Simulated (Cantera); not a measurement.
Charge: 1 mol Si2H6, 0.81 mol HCl, 34 mol H2, equilibrated at 1025 K.

Equilibrium computed with Cantera from the NASA thermochemical tables; the gas is ideal and each condensed phase is pure. Candidate condensed phases: Si; 19 gas species. The feed counts by its element totals alone. The tables' values for SiCl3 are old estimates; treat these amounts as uncertain. The numbers say what is thermodynamically allowed, not how fast it happens.

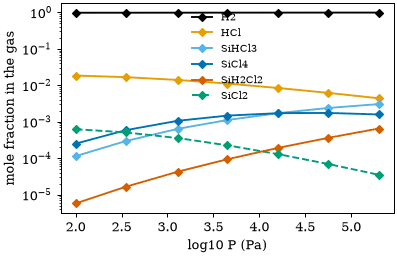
Equilibrium gas composition (values under 1e-9 drawn at 1e-9)

From 1.00 mbar to 2.00 bar the condensed part is Si(s). The main Si-bearing gas is SiCl2 at 1.00 mbar and SiHCl3 at 2.00 bar. The share of Si in condensed phases is highest at 1.00 mbar (97.9 %) and lowest at 2.00 bar (89.8 %).
